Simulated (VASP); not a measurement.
# Li: surface energy and work function by face, part 2 of 4

How do surface energy, work function and relaxation of Li depend on the face?

VASP 6.6.1; PBE; plane waves and PAW (Li).

So far. Step 3 (The bulk reference, job self-consistent run, k-mesh …): The run ends at a pressure of 0.02 GPa.

## (4) Relaxing the slab, 7 atoms, face Li(110)

System of this step: Li(110). The cell holds 7 atoms: 7 Li. Cell: a = 3.439 Å, b = 2.978 Å, c = 29.589 Å, α = 90.0°, β = 90.0°, γ = 54.7°. It derives from Li. 7 layers of bcc Li, cut at this functional's lattice. Vacuum lies along c.

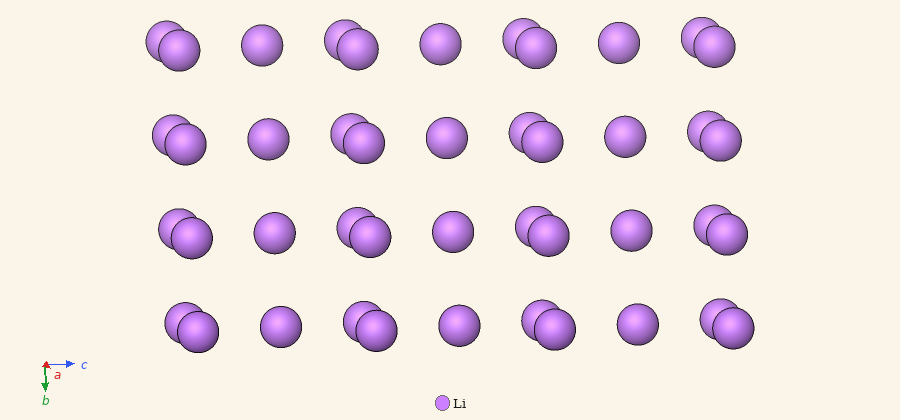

The cell of this step (lithium purple). 1×3×1 cells are drawn. Some periodic images of atoms are drawn too.

All atoms relax at the fixed cell.

Input file INCAR:

```
SYSTEM = Li
PREC = Normal
ENCUT = 320
EDIFF = 1E-05
NELM = 120
ISMEAR = 1
SIGMA = 0.15
LREAL = .FALSE.
ALGO = Fast
GGA = PE
NBANDS = 10
LORBIT = 11
LWAVE = .FALSE.
LCHARG = .FALSE.
KPAR = 4
LASPH = .TRUE.
IBRION = 2
NSW = 40
ISIF = 2
EDIFFG = -0.03
POTIM = 0.4
MAXMIX = 40
```

Input file POSCAR:

```
Li
1.0
    3.4387239088      0.0000000000      0.0000000000
    1.7193619544      2.4315449945      0.0000000000
    0.0000000000      0.0000000000     29.5892699672
Li
7
Direct
    0.0000000000      0.0000000000      0.2534702600
    0.5000000000      0.0000000000      0.3356468400
    0.0000000000      0.0000000000      0.4178234200
    0.5000000000      0.0000000000      0.5000000000
    0.0000000000      0.0000000000      0.5821765800
    0.5000000000      0.0000000000      0.6643531600
    0.0000000000      0.0000000000      0.7465297400
```

Input file KPOINTS:

```
Automatic mesh
0
Gamma
12 12 1
0 0 0
```

PAW data sets: Li (PBE family, release 64).

Launch:

```console
mpirun -np 4 vasp_std
```

What it wrote:

```text
[banner, memory and clock lines left out]
running    4 mpi-ranks, on    1 nodes
 distrk:  each k-point on    1 cores,    4 groups
 distr:  one band on    1 cores,    1 groups

 POSCAR found type information on POSCAR Li
 POSCAR found :  1 types and       7 ions
 LDA part: xc-table for (Slater+PW92), standard interpolation
 POSCAR, INCAR and KPOINTS ok, starting setup
 FFT: planning ... GRIDC
 FFT: planning ... GRID_SOFT
 FFT: planning ... GRID
 WAVECAR not read
 entering main loop
       N       E                     dE             d eps       ncg     rms          rms(c)
DAV:   1    -0.558004563202E+01   -0.55800E+01   -0.14733E+03   860   0.278E+02
DAV:   2    -0.133774293057E+02   -0.77974E+01   -0.75578E+01  1294   0.371E+01
DAV:   3    -0.137132681197E+02   -0.33584E+00   -0.32987E+00  1114   0.762E+00
DAV:   4    -0.137226189775E+02   -0.93509E-02   -0.93465E-02  1328   0.160E+00
DAV:   5    -0.137229859178E+02   -0.36694E-03   -0.36693E-03  1268   0.260E-01    0.144E+00
RMM:   6    -0.141472324582E+02   -0.42425E+00   -0.91211E-01   871   0.185E+00    0.253E+00
RMM:   7    -0.129073706772E+02    0.12399E+01   -0.83808E-02   874   0.871E-01    0.616E-01
RMM:   8    -0.127869504615E+02    0.12042E+00   -0.76221E-02   877   0.674E-01    0.452E-01
RMM:   9    -0.127903254788E+02   -0.33750E-02   -0.15692E-02   869   0.402E-01    0.262E-01
RMM:  10    -0.127605962746E+02    0.29729E-01   -0.19674E-02   861   0.400E-01    0.214E-01
RMM:  11    -0.127596351549E+02    0.96112E-03   -0.28088E-03   883   0.191E-01    0.495E-02
RMM:  12    -0.127588336686E+02    0.80149E-03   -0.25688E-03   863   0.188E-01    0.413E-02
RMM:  13    -0.127593833843E+02   -0.54972E-03   -0.40282E-04   870   0.788E-02    0.214E-02
RMM:  14    -0.127598026011E+02   -0.41922E-03   -0.32772E-04   860   0.666E-02    0.264E-02
RMM:  15    -0.127598262792E+02   -0.23678E-04   -0.64590E-05   843   0.355E-02    0.133E-02
RMM:  16    -0.127599193700E+02   -0.93091E-04   -0.65396E-05   805   0.293E-02    0.661E-03
RMM:  17    -0.127599831296E+02   -0.63760E-04   -0.22107E-05   714   0.176E-02    0.341E-03
RMM:  18    -0.127600740775E+02   -0.90948E-04   -0.99777E-06   663   0.107E-02    0.252E-03
RMM:  19    -0.127601036302E+02   -0.29553E-04   -0.33787E-06   604   0.699E-03    0.110E-03
RMM:  20    -0.127601058347E+02   -0.22046E-05   -0.59597E-07   442   0.388E-03
   1 F= -.12760106E+02 E0= -.12760001E+02  d E =-.127601E+02
 curvature:   0.00 expect dE= 0.000E+00 dE for cont linesearch  0.000E+00
 trial: gam= 0.00000 g(F)=  0.726E-03 g(S)=  0.000E+00 ort = 0.000E+00 (trialstep = 0.100E+01)
 search vector abs. value=  0.726E-03
 bond charge predicted
       N       E                     dE             d eps       ncg     rms          rms(c)
DAV:   1    -0.127608345853E+02   -0.73096E-03   -0.10864E-03  1204   0.125E-01    0.114E-02
RMM:   2    -0.127608139839E+02    0.20601E-04   -0.40702E-05   847   0.301E-02    0.825E-04
RMM:   3    -0.127608148003E+02   -0.81648E-06   -0.58427E-06   568   0.147E-02
   2 F= -.12760815E+02 E0= -.12760727E+02  d E =-.708966E-03
[...]
3 F= -.12762712E+02 E0= -.12762672E+02  d E =-.260595E-02
[...]
4 F= -.12765470E+02 E0= -.12765524E+02  d E =-.536443E-02
[...]
5 F= -.12766566E+02 E0= -.12766790E+02  d E =-.646040E-02
[...]
6 F= -.12766881E+02 E0= -.12767051E+02  d E =-.677558E-02
 curvature:  -8.59 expect dE=-0.125E-02 dE for cont linesearch -0.125E-05
 trial: gam= 0.18670 g(F)=  0.146E-03 g(S)=  0.000E+00 ort = 0.103E-04 (trialstep = 0.439E+01)
 search vector abs. value=  0.175E-03
 bond charge predicted
       N       E                     dE             d eps       ncg     rms          rms(c)
DAV:   1    -0.127675917737E+02   -0.72004E-03   -0.53121E-03   982   0.274E-01    0.290E-02
RMM:   2    -0.127674550038E+02    0.13677E-03   -0.21429E-04   882   0.715E-02    0.488E-03
RMM:   3    -0.127674600358E+02   -0.50320E-05   -0.41520E-05   801   0.367E-02
   7 F= -.12767460E+02 E0= -.12767681E+02  d E =-.578620E-03
 ZBRENT: can't locate minimum, use default step
 trial-energy change:   -0.000579  1 .order   -0.000575   -0.000648   -0.000502
 step:  17.5463(harm= 19.4561)  dis= 0.02442  next Energy=   -12.768318 (dE=-0.144E-02)
 reached required accuracy - stopping structural energy minimisation
```

The job ended after 57 s (4 MPI ranks of AMD EPYC 7R13 (Zen 3), shared host; peak memory 0.72 GiB; 3.7 min of CPU time).

OUTCAR, selected parts (step 4):

```text
  LATTYP: Found a base centered orthorhombic cell.
 ALAT       =     3.4387239088
 B/A-ratio  =     1.4142135623
 C/A-ratio  =     8.6047239476

 Subroutine GETGRP returns: Found  8 space group operations
 (whereof  8 operations were pure point group operations)

The static configuration has the point symmetry D_2h.

 Found     43 irreducible k-points:

   k-points           NKPTS =     43   k-points in BZ     NKDIM =     43   number of bands    NBANDS=     10

   dimension x,y,z NGX =    16 NGY =   14 NGZ =  140
   dimension x,y,z NGXF=    32 NGYF=   28 NGZF=  280

   ENCUT  =  320.0 eV  23.52 Ry    4.85 a.u.   5.02  4.34 43.16*2*pi/ulx,y,z

   NELECT =       7.0000    total number of electrons

 E-fermi :  -1.0305

 k-point     1 :       0.0000    0.0000    0.0000
  band No.  band energies     occupation
    ...
      3      -3.9578      2.00000
      4      -3.3778      2.00000
      5      -2.6581      2.00000
      6      -1.8636      2.00000
      7      -1.0860      1.58061
      8      -0.7550     -0.02611
      9       1.7240     -0.00000
     10       2.0661      0.00000

 k-point     2 :       0.0833    0.0000    0.0000
  band No.  band energies     occupation
    ...
      2      -4.2357      2.00000
      3      -3.8589      2.00000
      4      -3.2776      2.00000
      5      -2.5552      2.00000
      6      -1.7551      2.00000
      7      -0.9662      0.34321
      8      -0.6246     -0.00088
      9       1.8391     -0.00000
     10       2.1843      0.00000

  Total       -0.0120557      0.4622624     -0.2629780      0.0000000      0.0000000      0.0000000
  in kB       -0.0780708      2.9935415     -1.7030059      0.0000000      0.0000000      0.0000000
  external PRESSURE =       0.4041549 kB  Pullay stress =       0.0000000 kB

  energy-cutoff  :      320.00
  volume of cell :      247.41
      direct lattice vectors                 reciprocal lattice vectors
     3.438723909  0.000000000  0.000000000     0.290805551 -0.205630577  0.000000000
     1.719361954  2.431544994  0.000000000     0.000000000  0.411261154  0.000000000
     0.000000000  0.000000000 29.589269967     0.000000000  0.000000000  0.033796035

 POSITION                                       TOTAL-FORCE (eV/Angst)
 -----------------------------------------------------------------------------------
      0.00000      0.00000      7.55684        -0.000000      0.000000      0.013213
      1.71936      0.00000      9.89265         0.000000     -0.000000      0.020889
      0.00000      0.00000     12.34673         0.000000      0.000000     -0.023240
      1.71936      0.00000     14.79463         0.000000      0.000000     -0.000000
      0.00000      0.00000     17.24254         0.000000      0.000000      0.023240
      3.43872      2.43154     19.69662         0.000000      0.000000     -0.020889
      3.43872      0.00000     22.03243        -0.000000      0.000000     -0.013213
 -----------------------------------------------------------------------------------
    total drift:                               -0.000000      0.000000     -0.000000

  FREE ENERGIE OF THE ION-ELECTRON SYSTEM (eV)
  ---------------------------------------------------
  free  energy   TOTEN  =       -12.7674600358 eV

  energy  without entropy=      -12.7681238046  energy(sigma->0) =      -12.76768129

 total charge
# of ion       s       p       d       tot
------------------------------------------
    1        0.121   0.081   0.000   0.202
    2        0.114   0.103   0.000   0.218
    3        0.114   0.099   0.000   0.213
    4        0.114   0.099   0.000   0.214
    5        0.114   0.099   0.000   0.213
    6        0.114   0.103   0.000   0.218
    7        0.121   0.081   0.000   0.202
--------------------------------------------------
tot          0.813   0.667   0.000   1.479

[... 1 part as in an earlier step ...]

[... 7 further parts left out ...]
```

CONTCAR:

```
Li
   1.00000000000000
     3.4387239088000001    0.0000000000000000    0.0000000000000000
     1.7193619544000001    2.4315449944999998    0.0000000000000000
     0.0000000000000000    0.0000000000000000   29.5892699671999999
  Li
     7
Direct
     0.0000000000000000    0.0000000000000000    0.2553912196466125
     0.5000000000000000    0.0000000000000000    0.3343323661127193
     0.0000000000000000    0.0000000000000000    0.4172704555842289
     0.5000000000000000    0.0000000000000000    0.5000000000000000
     0.0000000000000000    0.0000000000000000    0.5827295444157711
     0.5000000000000000    1.0000000000000000    0.6656676338872807
     1.0000000000000000    0.0000000000000000    0.7446087803533875
```

The run keeps the 8 symmetry operations of its start, so it cannot find a distortion of lower symmetry.

The steps of the relaxation:

```csv
step,energy less that of the first step (eV),largest force (eV/Å)
1,0.0000,0.0752
2,-0.0007,0.0721
3,-0.0026,0.0622
4,-0.0054,0.0422
5,-0.0065,0.0448
6,-0.0068,0.0333
7,-0.0074,0.0232
```

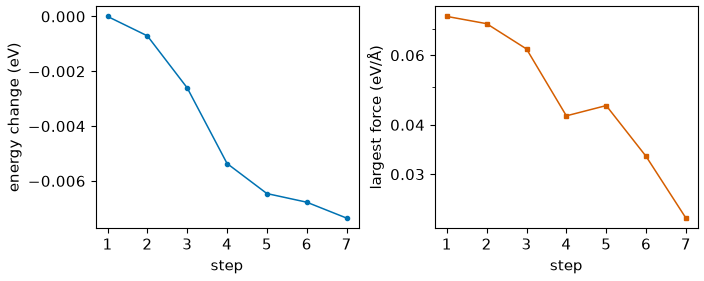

Energy and largest force along the relaxation.

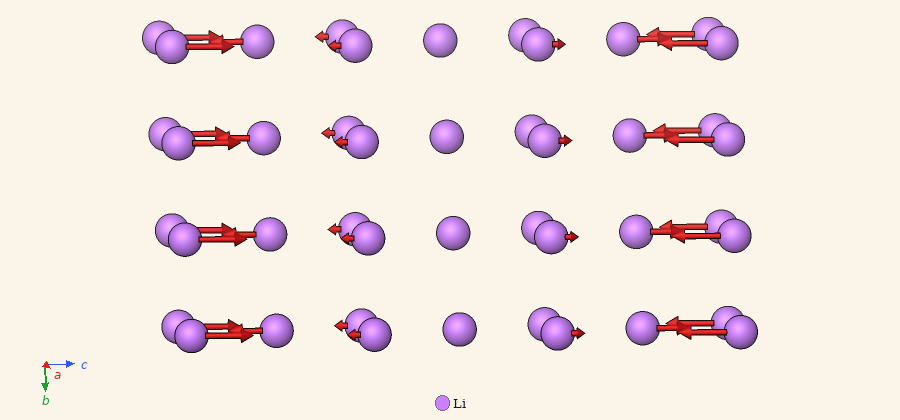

Displacements in the relaxation, exaggerated; the longest in the cell stands for 0.06 Å. 1×3×1 cells are drawn. Some periodic images of atoms are drawn too.

The atoms that moved most (Å):

```csv
atom,dx,dy,dz,length
Li7,0.000,0.000,-0.057,0.057
Li1,0.000,0.000,0.057,0.057
Li2,0.000,0.000,-0.039,0.039
Li6,0.000,0.000,0.039,0.039
Li3,0.000,0.000,-0.016,0.016
Li5,0.000,0.000,0.016,0.016
```

Final coordinates:

```xyz
7
Lattice="3.4387 0.0000 0.0000 1.7194 2.4315 0.0000 0.0000 0.0000 29.5893" Properties=species:S:1:pos:R:3
Li    0.0000    0.0000    7.5568
Li    1.7194    0.0000    9.8927
Li    0.0000    0.0000   12.3467
Li    1.7194    0.0000   14.7946
Li    0.0000    0.0000   17.2425
Li    1.7194    0.0000   19.6966
Li    0.0000    0.0000   22.0324
```

Numbers from this step:

```
electronic steps        : 41
electrons               : 7
free energy (TOTEN)     : -12.77 eV
energy at zero smearing : -12.77 eV
Fermi energy            : -1.030 eV
```

The run ended after 7 ionic steps, 0.007 eV below its first step, once the forces on the free atoms met EDIFFG = -0.03.

## (5) Vacuum level and density of states, 7 atoms, face Li(110)

A static run writes the electrostatic potential without exchange and correlation (LVHAR), which is flat in the vacuum and gives the level to count from. The dipole correction cancels the field that unlike faces would set up across the vacuum.

Input file INCAR:

```
SYSTEM = Li
PREC = Normal
ENCUT = 320
EDIFF = 1E-06
NELM = 120
ISMEAR = 1
SIGMA = 0.15
LREAL = .FALSE.
ALGO = Fast
GGA = PE
NBANDS = 10
LORBIT = 11
LWAVE = .FALSE.
LCHARG = .TRUE.
KPAR = 4
LASPH = .TRUE.
IDIPOL = 3
LDIPOL = .TRUE.
DIPOL = 0.5 0.5 0.5
LVHAR = .TRUE.
LVACPOTAV = .TRUE.
NEDOS = 1500
```

Input file POSCAR:

```
Li
1.0
    3.4387239088      0.0000000000      0.0000000000
    1.7193619544      2.4315449945      0.0000000000
    0.0000000000      0.0000000000     29.5892699672
Li
7
Direct
    0.0000000000      0.0000000000      0.2553912196
    0.5000000000      0.0000000000      0.3343323661
    0.0000000000      0.0000000000      0.4172704556
    0.5000000000      0.0000000000      0.5000000000
    0.0000000000      0.0000000000      0.5827295444
    0.5000000000      0.0000000000      0.6656676339
    0.0000000000      0.0000000000      0.7446087804
```

KPOINTS is that of step 4.

Launch:

```console
mpirun -np 4 vasp_std
```

What it wrote:

```text
[... set-up lines as in an earlier step ...]
 entering main loop
       N       E                     dE             d eps       ncg     rms          rms(c)
DAV:   1    -0.554802267706E+01   -0.55480E+01   -0.14768E+03   860   0.278E+02
DAV:   2    -0.133715977452E+02   -0.78236E+01   -0.75880E+01  1304   0.373E+01
DAV:   3    -0.136940635913E+02   -0.32247E+00   -0.31679E+00  1084   0.754E+00
DAV:   4    -0.137033302438E+02   -0.92667E-02   -0.92622E-02  1344   0.160E+00
DAV:   5    -0.137036882998E+02   -0.35806E-03   -0.35805E-03  1258   0.257E-01    0.142E+00
RMM:   6    -0.137636329320E+02   -0.59945E-01   -0.72367E-01  1120   0.166E+00    0.218E+00
RMM:   7    -0.129255171771E+02    0.83812E+00   -0.65893E-02   917   0.809E-01    0.626E-01
RMM:   8    -0.127958107926E+02    0.12971E+00   -0.80172E-02  1067   0.687E-01    0.453E-01
RMM:   9    -0.127852714005E+02    0.10539E-01   -0.16214E-02  1011   0.425E-01    0.199E-01
RMM:  10    -0.127812476586E+02    0.40237E-02   -0.28609E-02  1111   0.478E-01    0.347E-01
RMM:  11    -0.127681237402E+02    0.13124E-01   -0.60193E-03  1042   0.236E-01    0.601E-02
RMM:  12    -0.127662802224E+02    0.18435E-02   -0.24342E-03  1024   0.189E-01    0.394E-02
RMM:  13    -0.127665538364E+02   -0.27361E-03   -0.49389E-04  1080   0.848E-02    0.268E-02
RMM:  14    -0.127671614019E+02   -0.60757E-03   -0.40373E-04  1080   0.692E-02    0.285E-02
RMM:  15    -0.127671082147E+02    0.53187E-04   -0.11888E-04  1020   0.398E-02    0.106E-02
RMM:  16    -0.127673051017E+02   -0.19689E-03   -0.53545E-05  1072   0.299E-02    0.157E-02
RMM:  17    -0.127673214054E+02   -0.16304E-04   -0.35546E-05  1113   0.191E-02    0.569E-03
RMM:  18    -0.127673941138E+02   -0.72708E-04   -0.99467E-06  1024   0.118E-02    0.295E-03
RMM:  19    -0.127674531556E+02   -0.59042E-04   -0.57222E-06  1001   0.768E-03    0.905E-04
RMM:  20    -0.127674558633E+02   -0.27076E-05   -0.85506E-07   854   0.416E-03    0.648E-04
RMM:  21    -0.127674583746E+02   -0.25113E-05   -0.28962E-07   717   0.235E-03    0.231E-04
RMM:  22    -0.127674586880E+02   -0.31336E-06   -0.88980E-08   606   0.165E-03
 -----------------------------------------------------------------------------
|                                                                             |
|           W    W    AA    RRRRR   N    N  II  N    N   GGGG   !!!           |
|           W    W   A  A   R    R  NN   N  II  NN   N  G    G  !!!           |
|           W    W  A    A  R    R  N N  N  II  N N  N  G       !!!           |
|           W WW W  AAAAAA  RRRRR   N  N N  II  N  N N  G  GGG   !            |
|           WW  WW  A    A  R   R   N   NN  II  N   NN  G    G                |
|           W    W  A    A  R    R  N    N  II  N    N   GGGG   !!!           |
|                                                                             |
|     Did not find any points to average over, which means that no vacuum     |
|     field-free region was found. Please increase the size of  your cell     |
|     in the dimension of the dipole correction to obtain accurate            |
|     workfunction values.                                                    |
|                                                                             |
 -----------------------------------------------------------------------------

   1 F= -.12767459E+02 E0= -.12767674E+02  d E =0.647289E-03
```

The job ended after 30 s (4 MPI ranks; peak memory 0.64 GiB).

Parts of OUTCAR (step 5):

```text
   NELECT =       7.0000    total number of electrons

 dipolmoment           0.000000      0.000000      0.000000 electrons x Angstroem

 E-fermi :  -1.0279

 k-point     1 :       0.0000    0.0000    0.0000
  band No.  band energies     occupation
    ...
      3      -3.9551      2.00000
      4      -3.3750      2.00000
      5      -2.6555      2.00000
      6      -1.8614      2.00000
      7      -1.0846      1.59240
      8      -0.7530     -0.02644
      9       1.7139     -0.00000
     10       2.0644      0.00000

  Total       -0.0143876      0.4606308     -0.2661550      0.0000000      0.0000000      0.0000000
  in kB       -0.0931719      2.9829756     -1.7235798      0.0000000      0.0000000      0.0000000
  external PRESSURE =       0.3887413 kB  Pullay stress =       0.0000000 kB

 POSITION                                       TOTAL-FORCE (eV/Angst)
 -----------------------------------------------------------------------------------
      0.00000      0.00000      7.55684         0.000000     -0.000000      0.012808
      1.71936      0.00000      9.89265         0.000000      0.000000      0.020251
      0.00000      0.00000     12.34673         0.000000      0.000000     -0.023990
      1.71936      0.00000     14.79463         0.000000      0.000000      0.000000
      0.00000      0.00000     17.24254         0.000000      0.000000      0.023990
      1.71936      0.00000     19.69662         0.000000      0.000000     -0.020251
      0.00000      0.00000     22.03243        -0.000000      0.000000     -0.012808
 -----------------------------------------------------------------------------------
    total drift:                                0.000000     -0.000000      0.000000

  FREE ENERGIE OF THE ION-ELECTRON SYSTEM (eV)
  ---------------------------------------------------
  free  energy   TOTEN  =       -12.7674586880 eV

  energy  without entropy=      -12.7681059773  energy(sigma->0) =      -12.76767445

 vacuum level on the upper side and lower side of the slab         2.153         2.153

[... 7 parts as in an earlier step ...]

[... 10 further parts left out ...]
```

This step gave:

```yaml
electronic_steps: 22
fermi_energy: -1.028 eV
dipole_moment: 0, 0, 0 e·Å
vacuum_levels: 2.153, 2.153 eV
work_functions_of_the_upper_and_lower_face: 3.181, 3.181 eV
```

The planar average of the electrostatic potential oscillates, so the rows of the table below give means over windows of 2.43 Å about each position, cut where the curve ends. Its maxima inside the range that stand out by 2 % of the span (Å: eV): 8.7: 1.56, 11.1: 1.85, 13.5: 1.80, 16.1: 1.80, 18.5: 1.85, 20.9: 1.56. Its minima: 7.5: -3.43, 9.9: -3.12, 12.4: -3.14, 14.8: -3.17, 17.2: -3.14, 19.7: -3.12, 22.1: -3.43.

Zero at the Fermi level. Table of planar average of the electrostatic potential by height; means over each step:

```
height (Å)  planar average of the electrostatic potential (eV)
      1.22                                                3.18
      3.65                                                3.16
      6.08                                                1.55
      8.51                                              -0.690
     10.94                                              -0.321
     13.37                                              -0.358
     15.80                                              -0.363
     18.23                                              -0.325
     20.66                                              -0.634
     23.09                                               0.438
     25.52                                                3.14
     27.95                                                3.18
```

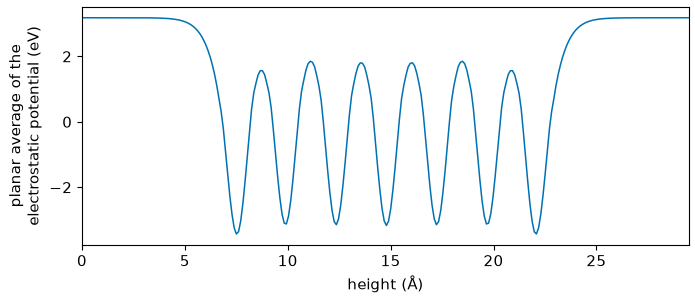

Planar average of the electrostatic potential, plotted against height.

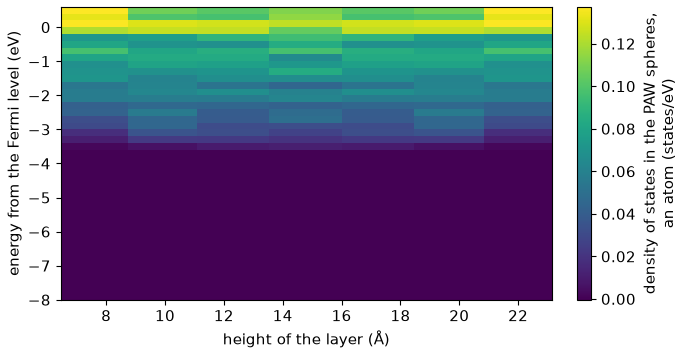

Density of states in the PAW spheres, an atom over height of the layer and energy from the Fermi level.

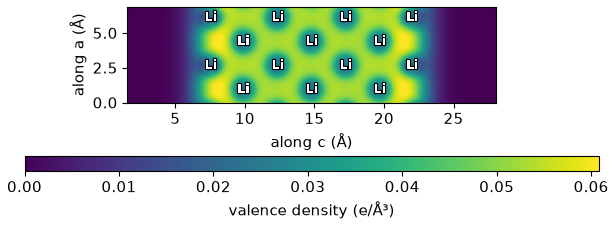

Valence density in the ca plane at fractional y = 0.000, with atoms of Li within 0.2 Å of it. It is the smooth field of the valence electrons, not physical close to the nuclei. The map starts off the cell's origin, so that atoms lie inside it. The far vacuum is left out of the map.

The map of layer states is cut here 0.5 eV above the Fermi level, so it leaves out the states above that.

The vacuum level lies 3.18 eV above the Fermi level at the upper face; both faces agree, as the slab has next to no dipole.

The program found no field-free point at its default tolerance, but its printed level agrees with the flat part of the planar average.

On this mesh the fine structure of the density of states is sampling noise, and high empty states may be cut by the number of bands.

(Part 2 of 4 ends here.)

[Lines on the potential files, build, host, timing and source positions are cut from VASP's logs without a mark.]

[Logs are printed without paths, hosts, clocks, repeated set-up lines and the standing remarks that a program may print on its own settings, such as how far it seeks lower states.]

[Hosts, paths, dates, database ids (printed as entryN), source tags and the programs' standing remarks are cut or masked in the printed files.]

[Runs that stopped without an error message from VASP are left out.]
